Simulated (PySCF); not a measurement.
# CH5BClN (SMILES CNBCl): revPBE/def2-SVP

What is the energy change on altering one bond length of CH5BClN at revPBE/def2-SVP? The job is set up through a Python script.

The results are computed with PySCF 2.14.0.

3 further runs of the same task are left out: 3 set aside as unsound or not needed.

### 1 The molecule

CH5BClN has 9 atoms, charge 0, and is taken as a singlet. As SMILES, `CNBCl`. The shape is that of a PBE0-D4/def2-TZVP optimisation. This is one conformer, not always the lowest.

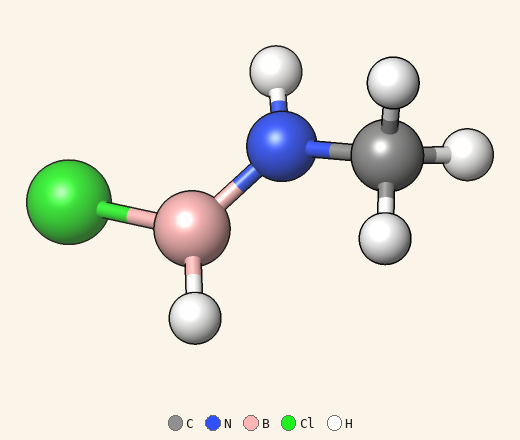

Viewed from a chosen angle; carbon grey, nitrogen blue, boron pink, chlorine green, hydrogen white.

### 2 A single-point energy at revPBE/def2-SVP

run.py

```python
# CNBCl
from pyscf import gto, dft

mol = gto.Mole()
mol.atom = '''
C        0.510100       0.482100      -0.973400
N       -0.407900      -0.226000      -0.111700
B       -0.261100      -0.415200       1.248200
Cl      -1.495300      -1.314500       2.144800
H        0.907000      -0.170400      -1.756500
H        0.027900       1.338900      -1.452800
H        1.346700       0.849900      -0.380000
H       -1.220500      -0.605500      -0.573900
H        0.681600       0.014200       1.838200
'''
mol.charge = 0
mol.verbose = 3
mol.max_memory = 1860
mol.basis = 'def2-svp'
mol.build()

mf = dft.RKS(mol, xc='revpbe')
mf.conv_tol = 1e-10
mf.grids.level = 5
mf.kernel()
if not mf.converged:
    mf = mf.newton().run(mf.mo_coeff, mf.mo_occ)

energy = mf.e_tot
print(f'total energy: {energy:.8f} hartree')
```

Launch:

```
$ OMP_NUM_THREADS=1 python run.py
```

Log:

```text
converged SCF energy = -580.639566765553
total energy: -580.63956677 hartree
```

It took 19 s on 1 thread of Intel Xeon Platinum 8488C (Sapphire Rapids), shared host; peak memory 0.43 GiB.

### 3 The distorted shape, same level

geometry.xyz

```xyz
9
CH5BClN
C      0.488085     0.510473    -1.177338
N     -0.429915    -0.197627    -0.315638
B     -0.261100    -0.415200     1.248200
Cl    -1.495300    -1.314500     2.144800
H      0.884985    -0.142027    -1.960438
H      0.005885     1.367273    -1.656738
H      1.324685     0.878273    -0.583938
H     -1.242515    -0.577127    -0.777838
H      0.681600     0.014200     1.838200
```

calc.py

```python
from pyscf import gto, dft

mol = gto.M(
    atom='geometry.xyz',
    verbose=3,
    max_memory=1860,
    spin=0,
    basis='def2-svp',
)

mf = dft.RKS(mol, xc='revpbe')
mf.conv_tol = 1e-10
mf.grids.level = 5
mf.kernel()
if not mf.converged:
    mf = mf.newton().run(mf.mo_coeff, mf.mo_occ)

e_final = mf.e_tot
print(f'total energy: {e_final:.8f} hartree')
```

Launch:

```
$ OMP_NUM_THREADS=1 python calc.py
```

Log:

```text
converged SCF energy = -580.621404981954
total energy: -580.62140498 hartree
```

Wall time 20 s (1 thread of Intel Xeon Platinum 8488C (Sapphire Rapids), shared host); peak memory 0.43 GiB.

### 4 Results

At revPBE/def2-SVP:

| quantity | value |
| --- | --- |
| first shape: total energy | -580.63957 Eh |
| first shape: dipole moment | 2.86 D |
| first shape: HOMO energy | -6.27 eV |
| first shape: LUMO energy | -0.28 eV |
| first shape: HOMO–LUMO gap | 6.00 eV |
| distorted shape: total energy | -580.62140 Eh |
| distorted shape: dipole moment | 2.14 D |
| distorted shape: HOMO energy | -5.73 eV |
| distorted shape: LUMO energy | -1.06 eV |
| distorted shape: HOMO–LUMO gap | 4.67 eV |
| energy change with the N2–B3 bond stretched from 1.381 to 1.588 Å | 0.494 eV |

With the N2–B3 bond stretched from 1.381 to 1.588 Å the energy rises by 0.49 eV (47.7 kJ/mol). The first shape isn't relaxed at this level, so the change isn't measured from a minimum. Mulliken charges (first shape) run from -0.13 on Cl4 to +0.12 on H8; they depend strongly on the basis. Mulliken charges (distorted shape) run from -0.24 on N2 to +0.12 on H8.
